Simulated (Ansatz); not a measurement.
## Electronic structure of ClFGaH···H2O in real space

The calculation's input:

```
crystal:
  periodic: [false, false, false]
  atoms:
    - { symbol: Ga, position_ang: [0.0, 0.0, 0.0] }
    - { symbol: O, position_ang: [0.0, 0.0, 2.14] }
    - { symbol: H, position_ang: [-0.9095, -0.2814, 2.4771] }
    - { symbol: Cl, position_ang: [1.9398, 0.0, -1.12] }
    - { symbol: H, position_ang: [-1.3596, 0.0, -0.785] }
    - { symbol: F, position_ang: [0.4265, 1.8494, 0.6306] }
    - { symbol: H, position_ang: [0.2831, 1.2277, 1.7126] }
basis:
  gaussian: { orbitals: def2-SVP }
hamiltonian:
  xc: revpbe
  dispersion: d4
relax:
  f_tol: 0.15
  max_steps: 25
  restrain:
    - { distance: [0, 5], at: 1.7, k: 30.0 }
    - { distance: [6, 1], at: 1.01, k: 30.0 }
    - { distance: [0, 1], at: 2.99, k: 30.0 }
    - { distance: [6, 5], at: 2.12, k: 30.0 }
output:
  orbitals: {}
```

Launched as:

```sh
ansatz run input.yaml --threads 2 --pin off --max-ram 3072MiB --backend cpu --events-out ev --progress --plain --runs-dir out
```

The fields are those of the run's last geometry, not of the input's.

Not at a stationary point (largest force 1.3 eV/Å).

These are results of RKS revPBE-D4/def2-SVP in Ansatz 0.2.0, not measurements.

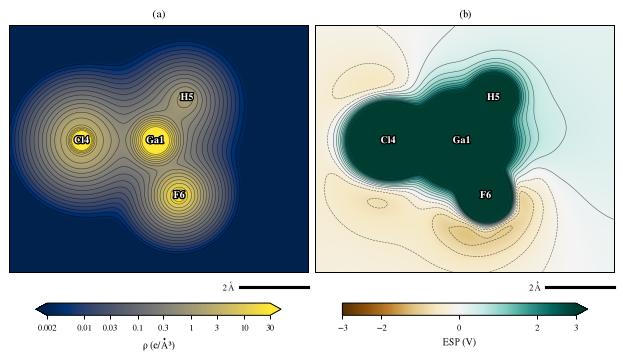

Figure 1. (a) electron density; (b) molecular electrostatic potential on the plane of atoms Cl4, Ga1 and F6.

What does the map show?

Answer. The plane passes through Ga, Cl, H and F nuclei. Ga–F (1.74 Å): ρ is about 0.85 e/Å³ halfway. Ga–Cl (2.17 Å): ρ at the midpoint is about 0.66 e/Å³. Ga–H (1.56 Å): ρ is about 1 e/Å³ halfway. Outside the dense part of the complex the potential is most negative (−1.2 V) near F6.

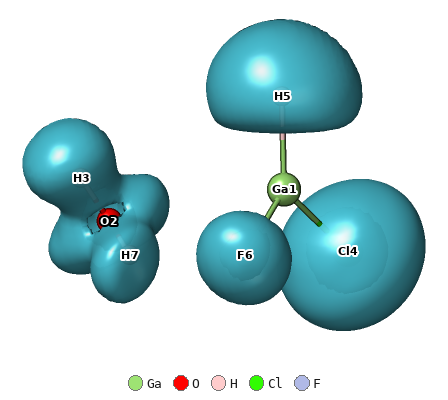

Figure 2. Isosurface of the ELF at 0.75 (cyan), seen at a tilt. Core shells and regions of very low density are left out.

Where are the electrons localised?

Answer. At this value the surface marks out one region around a hydrogen nucleus, one region wrapped around Cl (its valence shell), one region wrapped around F (its valence shell) and one joined region spread over several atoms (H, O), in which their bonds and any lone pairs are merged. Along the contacts the grid gives the following. Ga1···O2 (2.97 Å): the ELF dips to about 0.05 between them. Ga–F (1.74 Å): the ELF peaks at about 0.85 in the valence shell of F, 0.5 Å from its nucleus, and is about 0.15 at the midpoint.

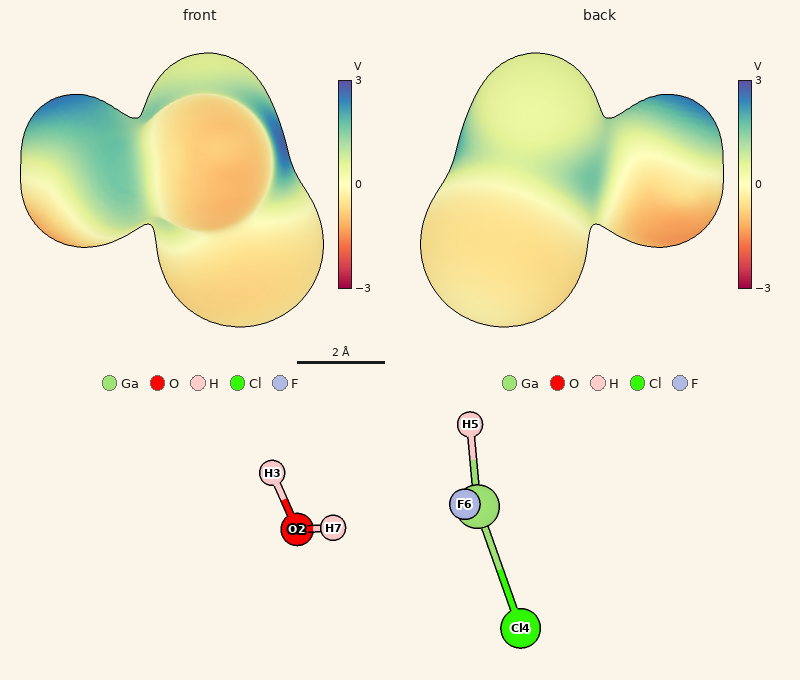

Figure 3. The electrostatic potential painted on the density surface at 0.002 e/bohr³, seen from the front and from behind; red is negative and blue positive. The bare structure is drawn below in the same view.

Where is the surface potential most negative and most positive?

Answer. The most negative region (about −1.3 V) lies over O2, the most positive (about +2.6 V) over Ga1 and H3. O2 is the likeliest acceptor of a hydrogen bond.

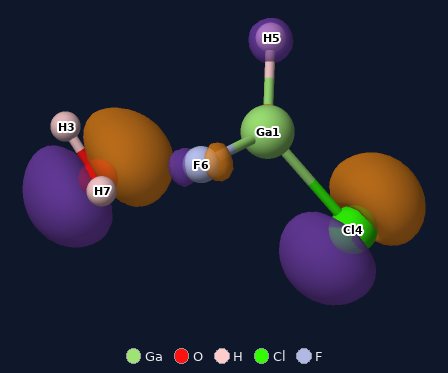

Figure 4. One frontier orbital at ±0.15 Å⁻³ᐟ² (orange and purple are the two phases), seen across its widest extent.

Which orbital is it: HOMO or LUMO?

Answer. The HOMO, at −7.32 eV. It lies mainly on O2 (about 55 %) and Cl4 (about 30 %); largely a combination of lone pairs on O2 and Cl4.
